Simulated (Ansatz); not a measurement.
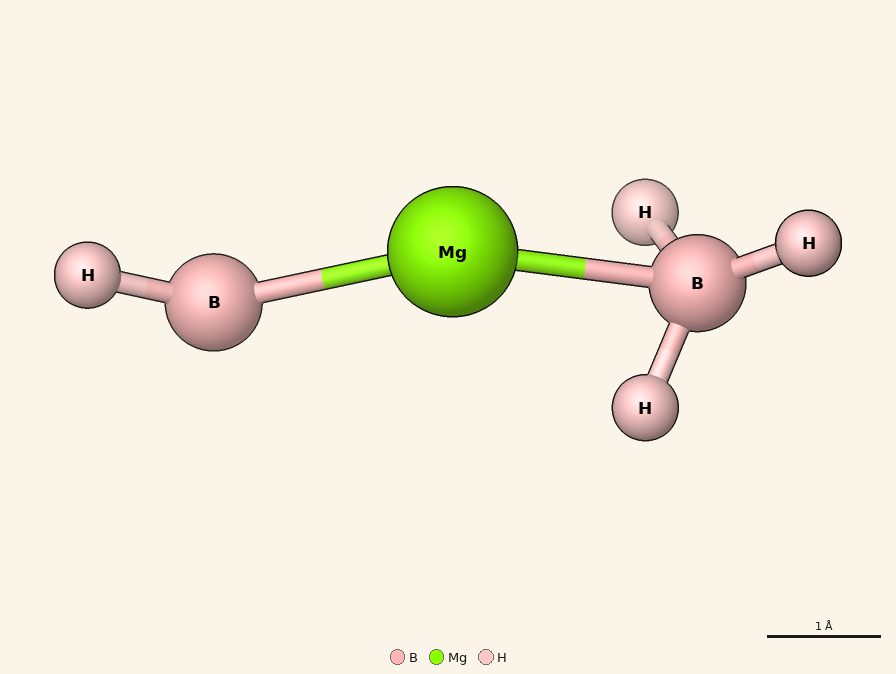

Depth is shown by fading: the farther an atom, the more it takes the colour of the background. The computed structure is the end point of a PBE0-D4/def2-TZVP optimisation. No frequency run is at hand to confirm it as a minimum. Masses are those of the most abundant isotopes; constants are for the rigid equilibrium geometry.

Question: Classify the rotor and give the rotational constants (MHz).

Answer: An asymmetric top (Cs): A = 58425, B = 3852, C = 3729 MHz. Ray's parameter κ is −1.00, close to the prolate limit.
